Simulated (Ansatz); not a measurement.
H₄OSi···H₂···H₂O

```xyz
11

Si   -0.2006    0.6202   -1.5116
H    -1.9472   -1.6925    0.8652
H    -0.6908   -0.6930   -2.0021
H    -1.2097    1.2663   -0.6453
H     0.1050    1.4819   -2.6843
H     0.9267   -0.0445    1.2999
O     1.1470    0.4426   -0.5579
H    -1.3700   -1.4484    1.2759
O     0.7146   -0.3748    2.1838
H     1.9203    0.0345   -0.9509
H     0.6050    0.4076    2.7273
```

The product side of a reaction path; geometry: PBE0-D4/def2-TZVP.

Theory: RKS PBE0-D4/def2-TZVPP (Ansatz).

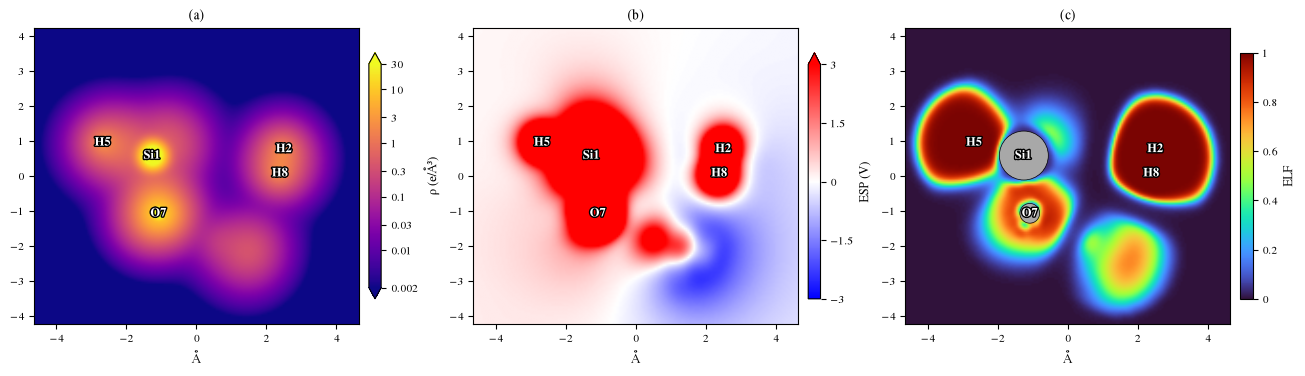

Figure 1. (a) total electron density; (b) molecular electrostatic potential; (c) ELF on the plane of atoms H5, Si1 and O7. Grey discs cover the atomic cores in the ELF map.

**What do the fields say about this system?**

- The plane passes through Si, H and O nuclei.
- Si–O (1.66 Å): ρ is about 1.1 e/Å³ halfway; the ELF peaks at about 0.90 between the atoms (a polar covalent bond).
- H–H (0.75 Å): ρ at the midpoint is about 1.8 e/Å³; the ELF peaks at about 1 between the atoms.
- Si–H (1.49 Å): the density is about 0.81 e/Å³ at the midpoint; the ELF climbs to about 1 towards the hydrogen, as it does in any bond to H.
- Outside the dense part of the complex the potential is most negative (−2.4 V) near O9, which lies off the plane.

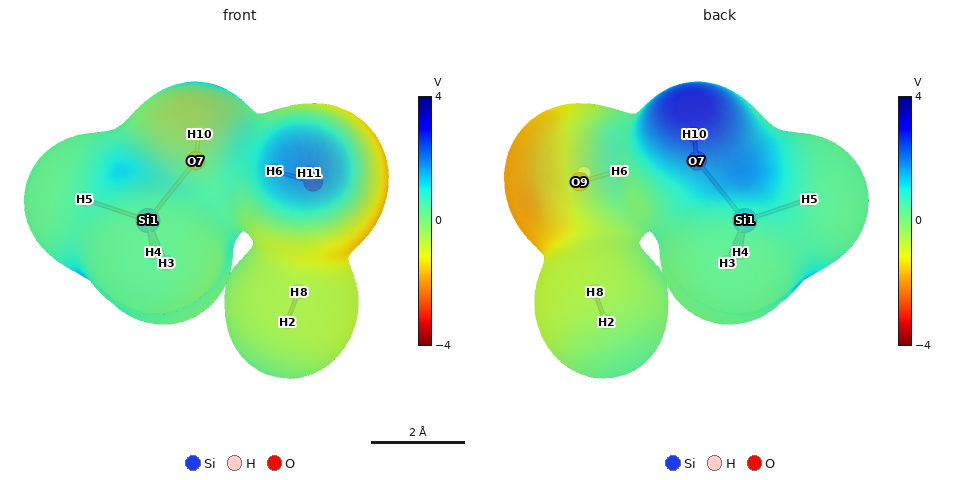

Figure 2. The molecular electrostatic potential painted on the density surface at 0.002 e/bohr³, seen from the front and from behind; the colour scale runs from red (negative) to blue (positive).

**Where is the surface potential most negative and most positive?**

The most negative region (about −2.0 V, or −46 kcal/mol for a unit charge) lies over O9, the most positive (about +3.0 V, or +69 kcal/mol for a unit charge) over H10. O9 is the likeliest acceptor of a hydrogen bond.

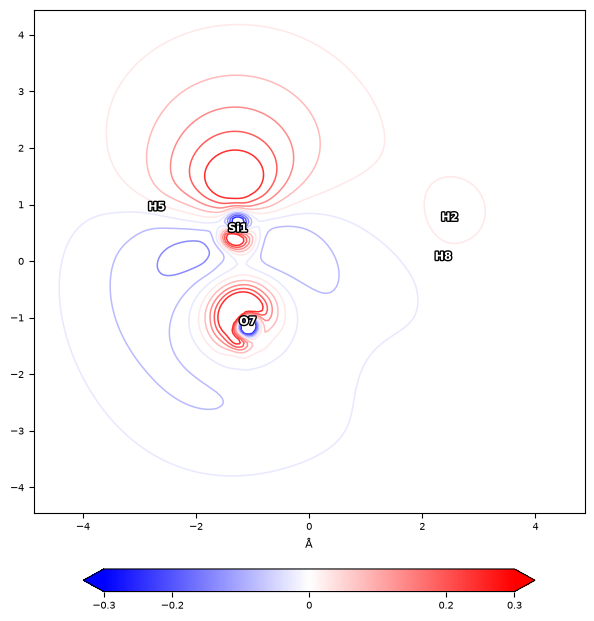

Figure 3. The LUMO on the plane of atoms H5, Si1 and O7 (values in Å⁻³ᐟ²; the overall sign is arbitrary).

**What is the character of this orbital?**

Its weight (Hirshfeld) is mainly on Si1 (about 45 %), H10 (about 20 %) and O7 (about 10 %). Its energy is −0.33 eV.
